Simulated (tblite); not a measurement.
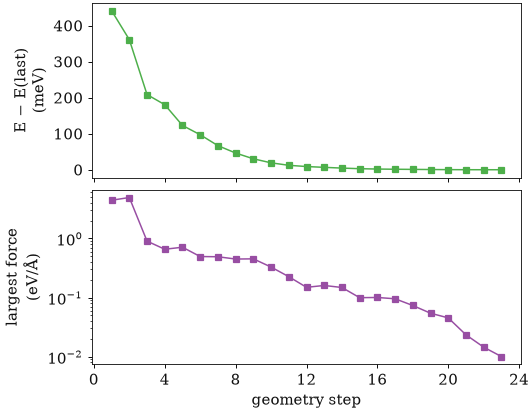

History of a geometry optimisation. The run: C3H2F2O (SMILES O=C/C(F)=C\F), by GFN2-xTB geometry optimisation, gas phase in tblite 0.8.0.

The optimisation met its thresholds at geometry 23, counting the start as the first. The energy fell by about 440 meV from the first step to the last. The largest force goes from about 4.4 eV/Å at the start to 0.01 eV/Å at the end.
